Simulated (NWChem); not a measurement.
**CH3Cl3Si (methyltrichlorosilane): levels of theory compared**

Aim: a comparison of 4 runs (B3LYP/cc-pVDZ, BHLYP/cc-pVDZ, CAM-B3LYP/cc-pVDZ, M06-2X/cc-pVDZ) of CH3Cl3Si (methyltrichlorosilane). 

The calculation is run with NWChem 7.3.0.

## Step 1: The structure to begin with

CH3Cl3Si has 8 atoms, charge 0, and is taken as a singlet. SMILES: `C[Si](Cl)(Cl)Cl`. The shape is that of a PBE0-D4/def2-TZVP optimisation.

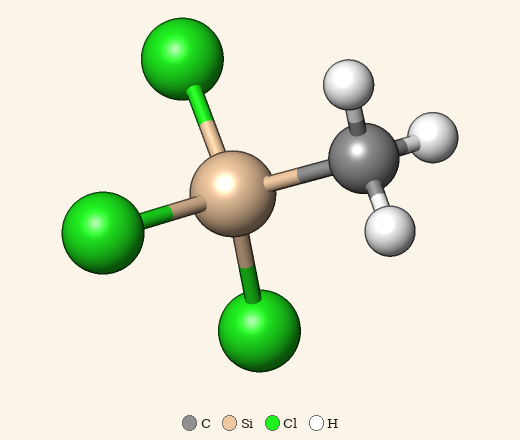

The structure, seen from a chosen angle (carbon grey, silicon light orange, chlorine green, hydrogen white).

## Step 2: Energy and gradient at B3LYP/cc-pVDZ (run 1)

The input, job.xyz:

```xyz
8
CH3Cl3Si
C     -0.728900    -0.279600     0.686100
Si     0.568900     0.197900    -0.528700
Cl     2.360400    -0.640000    -0.033600
Cl     0.065900    -0.429500    -2.402200
Cl     0.801200     2.223000    -0.573800
H     -0.844500    -1.365200     0.700800
H     -0.448300     0.061100     1.684800
H     -1.682600     0.175200     0.410800
```

The input, job.nw:

```
start job
title "CH3Cl3Si"
memory stack 880 mb heap 220 mb global 1100 mb

geometry noautosym nocenter noautoz
load format xyz job.xyz
end

basis spherical bse
* library cc-pVDZ
end

dft
xc b3lyp
grid fine
convergence energy 1e-08
iterations 100
mulliken
print low
end

task dft gradient
```

Launch:

```
$ nwchem job.nw > job.out
```

The program printed:

```text
[...]
 d= 0,ls=0.0,diis     1  -1710.1660271313 -2.15D+03  1.03D-02  6.42D-01     8.4
[...]
 d= 0,ls=0.0,diis     8  -1710.2382530269 -4.14D-09  1.71D-06  4.84D-08    50.1
         Total DFT energy =    -1710.238253026881
      One electron energy =    -3238.446445510897
           Coulomb energy =     1200.354634226696
    Exchange-Corr. energy =     -112.443807280091
 Nuclear repulsion energy =      440.297365537411
[...]
      Total Density - Mulliken Population Analysis
     ---------------------------------------------
    Atom       Charge   Shell Charges
 -----------   ------   -------------------------------------------------------
    1 C    6     6.14   2.01  0.66  0.42  2.14  0.89  0.02
    2 Si  14    13.49   2.00  2.02  0.86  0.08  6.01  1.42  0.50  0.60
    3 Cl  17    17.18   2.00  2.03  0.96  0.92  6.00  3.10  2.14  0.02
    4 Cl  17    17.18   2.00  2.03  0.96  0.92  6.00  3.10  2.14  0.02
    5 Cl  17    17.18   2.00  2.03  0.96  0.92  6.00  3.10  2.14  0.02
    6 H    1     0.94   0.74  0.17  0.03
    7 H    1     0.94   0.74  0.17  0.03
    8 H    1     0.94   0.74  0.17  0.03
[...]
                         DFT ENERGY GRADIENTS
    atom               coordinates                        gradient
                 x          y          z           x          y          z
   1 C      -1.377421  -0.528367   1.296541    0.001465   0.000517  -0.001375
   2 Si      1.075065   0.373977  -0.999098    0.006281   0.002280  -0.005890
   3 Cl      4.460509  -1.209425  -0.063495   -0.015451   0.007319  -0.004402
   4 Cl      0.124533  -0.811637  -4.539500    0.004481   0.005491   0.016172
   5 Cl      1.514048   4.200861  -1.084325   -0.001907  -0.017519   0.000288
   6 H      -1.595874  -2.579854   1.324320    0.000869   0.006280  -0.000286
   7 H      -0.847164   0.115462   3.183810   -0.001383  -0.001858  -0.005870
   8 H      -3.179653   0.331080   0.776299    0.005644  -0.002511   0.001365
 Task  times  cpu:       69.9s     wall:       69.9s
 Total times  cpu:       69.9s     wall:       69.9s
```

It took 71 s on 1 thread of AMD EPYC 9R45 (Zen 5), shared host; peak memory 0.13 GiB.

## Step 3: Energy and forces at BHLYP/cc-pVDZ (run 2)

The input, run.py:

```python
from ase import Atoms
from ase.calculators.nwchem import NWChem

atoms = Atoms(['C', 'Si', 'Cl', 'Cl', 'Cl', 'H', 'H', 'H'], positions=[
    [-0.728900, -0.279600, 0.686100],
    [0.568900, 0.197900, -0.528700],
    [2.360400, -0.640000, -0.033600],
    [0.065900, -0.429500, -2.402200],
    [0.801200, 2.223000, -0.573800],
    [-0.844500, -1.365200, 0.700800],
    [-0.448300, 0.061100, 1.684800],
    [-1.682600, 0.175200, 0.410800],
])

calc = NWChem(
    label='ch3cl3si',
    theory='dft',
    memory='2200 mb',
    basis='cc-pVDZ',
    basispar='spherical bse',
    dft={'xc': 'bhlyp', 'mult': '1', 'grid': 'fine', 'convergence': 'energy 1e-08', 'iterations': '100', 'mulliken': None},
)
atoms.calc = calc

forces = atoms.get_forces()
print("Total energy (eV):", round(atoms.get_potential_energy(), 6))
print("forces (eV/A):")
for s, f in zip(atoms.symbols, forces):
    print(f"{s:2s} {f[0]:10.5f} {f[1]:10.5f} {f[2]:10.5f}")
print("dipole (e A):", atoms.get_dipole_moment().round(4))
```

Launch:

```
$ export ASE_NWCHEM_COMMAND="nwchem PREFIX.nwi > PREFIX.nwo"
$ python run.py
```

The program printed:

```text
Total energy (eV): -46535.858325
forces (eV/A):
C    -0.08557   -0.03034    0.08022
Si   -0.27398   -0.09919    0.25706
Cl    0.47720   -0.22163    0.12953
Cl   -0.13169   -0.16584   -0.49890
Cl    0.06345    0.53638   -0.01368
H    -0.00972   -0.05158    0.00514
H     0.00787    0.01342    0.04844
H    -0.04757    0.01872   -0.00787
dipole (e A): [-0.3241 -0.1194  0.3033]
```

The calculator wrote ch3cl3si.nwi:

```
title "ch3cl3si"

permanent_dir ch3cl3si

scratch_dir ch3cl3si

start ch3cl3si

geometry units angstrom nocenter noautosym noautoz
  C  -7.2889999999999999e-01 -2.7960000000000002e-01 6.8610000000000004e-01
  Si 5.6889999999999996e-01 1.9789999999999999e-01 -5.2869999999999995e-01
  Cl 2.3603999999999998e+00 -6.4000000000000001e-01 -3.3599999999999998e-02
  Cl 6.5900000000000000e-02 -4.2949999999999999e-01 -2.4022000000000001e+00
  Cl 8.0120000000000002e-01 2.2229999999999999e+00 -5.7379999999999998e-01
  H  -8.4450000000000003e-01 -1.3652000000000000e+00 7.0079999999999998e-01
  H  -4.4829999999999998e-01 6.1100000000000002e-02 1.6848000000000001e+00
  H  -1.6826000000000001e+00 1.7519999999999999e-01 4.1080000000000000e-01
end

memory 2200 mb

basis spherical bse noprint
   * library cc-pVDZ
end

dft
  xc bhlyp
  mult 1
  grid fine
  convergence energy 1e-08
  iterations 100
  mulliken
end

task dft gradient
```

ch3cl3si.nwo, cut to the lines that bear on the results:

```text
[...]
         Total DFT energy =    -1710.161264246468
[...]
  wavefunction    = closed shell
                         DFT ENERGY GRADIENTS
    atom               coordinates                        gradient
                 x          y          z           x          y          z
   1 C      -1.377421  -0.528367   1.296541    0.001664   0.000590  -0.001560
   2 Si      1.075065   0.373977  -0.999098    0.005328   0.001929  -0.004999
   3 Cl      4.460509  -1.209425  -0.063495   -0.009280   0.004310  -0.002519
[... 4 lines of this table left out ...]
   8 H      -3.179653   0.331080   0.776299    0.000925  -0.000364   0.000153
[...]
```

Run time: 72 s. Hardware: 1 thread of AMD EPYC 9R45 (Zen 5), shared host; peak memory 0.13 GiB.

Run 3 isn't shown in full; the table further down has it.

## Step 4: Energy and forces at M06-2X/cc-pVDZ (run 4)

The input, ch3cl3si.xyz:

```xyz
8
CH3Cl3Si
C     -0.728900    -0.279600     0.686100
Si     0.568900     0.197900    -0.528700
Cl     2.360400    -0.640000    -0.033600
Cl     0.065900    -0.429500    -2.402200
Cl     0.801200     2.223000    -0.573800
H     -0.844500    -1.365200     0.700800
H     -0.448300     0.061100     1.684800
H     -1.682600     0.175200     0.410800
```

The input, run.py:

```python
from ase.io import read
from ase.calculators.nwchem import NWChem

mol = read('ch3cl3si.xyz')

calc = NWChem(
    label='ch3cl3si',
    theory='dft',
    memory='2200 mb',
    basis='cc-pVDZ',
    basispar='spherical bse',
    dft={'xc': 'm06-2x', 'mult': '1', 'grid': 'fine', 'convergence': 'energy 1e-08', 'iterations': '100', 'mulliken': None},
)
mol.calc = calc

forces = mol.get_forces()
print(f"energy = {mol.get_potential_energy():.6f} eV")
print("forces (eV/A):")
for s, f in zip(mol.symbols, forces):
    print(f"{s:2s} {f[0]:10.5f} {f[1]:10.5f} {f[2]:10.5f}")
print("dipole (e A):", mol.get_dipole_moment().round(4))
```

Launch:

```
$ export ASE_NWCHEM_COMMAND="nwchem PREFIX.nwi > PREFIX.nwo"
$ python run.py
```

The program printed:

```text
energy = -46533.866252 eV
forces (eV/A):
C    -0.00262    0.00026    0.00221
Si   -0.29079   -0.10526    0.27290
Cl    0.49422   -0.22651    0.12953
Cl   -0.13138   -0.16877   -0.51664
Cl    0.06896    0.55268   -0.01784
H    -0.01044   -0.25737   -0.01229
H     0.08510    0.08881    0.22461
H    -0.21299    0.11616   -0.08253
dipole (e A): [-0.3234 -0.1191  0.3026]
```

The calculator wrote ch3cl3si.nwi:

```
title "ch3cl3si"

permanent_dir ch3cl3si

scratch_dir ch3cl3si

start ch3cl3si

geometry units angstrom nocenter noautosym noautoz
  C  -7.2889999999999999e-01 -2.7960000000000002e-01 6.8610000000000004e-01
  Si 5.6889999999999996e-01 1.9789999999999999e-01 -5.2869999999999995e-01
  Cl 2.3603999999999998e+00 -6.4000000000000001e-01 -3.3599999999999998e-02
  Cl 6.5900000000000000e-02 -4.2949999999999999e-01 -2.4022000000000001e+00
  Cl 8.0120000000000002e-01 2.2229999999999999e+00 -5.7379999999999998e-01
  H  -8.4450000000000003e-01 -1.3652000000000000e+00 7.0079999999999998e-01
  H  -4.4829999999999998e-01 6.1100000000000002e-02 1.6848000000000001e+00
  H  -1.6826000000000001e+00 1.7519999999999999e-01 4.1080000000000000e-01
end

memory 2200 mb

basis spherical bse noprint
   * library cc-pVDZ
end

dft
  xc m06-2x
  mult 1
  grid fine
  convergence energy 1e-08
  iterations 100
  mulliken
end

task dft gradient
```

ch3cl3si.nwo, cut to the lines that bear on the results:

```text
[...]
         Total DFT energy =    -1710.088056894019
[...]
  wavefunction    = closed shell
                         DFT ENERGY GRADIENTS
    atom               coordinates                        gradient
                 x          y          z           x          y          z
   1 C      -1.377421  -0.528367   1.296541    0.000051  -0.000005  -0.000043
   2 Si      1.075065   0.373977  -0.999098    0.005655   0.002047  -0.005307
   3 Cl      4.460509  -1.209425  -0.063495   -0.009611   0.004405  -0.002519
[... 4 lines of this table left out ...]
   8 H      -3.179653   0.331080   0.776299    0.004142  -0.002259   0.001605
[...]
```

Wall time 78 s (1 thread of AMD EPYC 9R45 (Zen 5), shared host); peak memory 0.13 GiB.

## Step 5: The series

```tsv
run	level	energy (Eh)	largest force (eV/Å)	wall time
1	B3LYP/cc-pVDZ	-1710.238253	0.908	71 s
2	BHLYP/cc-pVDZ	-1710.161264	0.542	72 s
3	CAM-B3LYP/cc-pVDZ	-1710.197905	0.625	2.1 min
4	M06-2X/cc-pVDZ	-1710.088057	0.559	78 s
```

## Step 6: Summary of results

| quantity | value |
| --- | --- |
| run 4: total energy | -1710.08806 Eh |
| run 4: dipole moment | 2.20 D |
| run 4: HOMO energy | -10.37 eV |
| run 4: LUMO energy | 1.38 eV |
| run 4: HOMO–LUMO gap | 11.75 eV |
| run 4: largest force on an atom | 0.559 eV/Å |

What this shows: Over runs 2, 3, 4 the dipole moment (its size) runs from 2.17 D (CAM-B3LYP/cc-pVDZ) to 2.21 D (BHLYP/cc-pVDZ). Over runs 2, 3, 4 the HOMO–LUMO gap runs from 11.75 eV (M06-2X/cc-pVDZ) to 12.02 eV (CAM-B3LYP/cc-pVDZ). Totals of different functionals can't be ranked against each other. All runs together took 5.7 min, the longest 2.1 min.
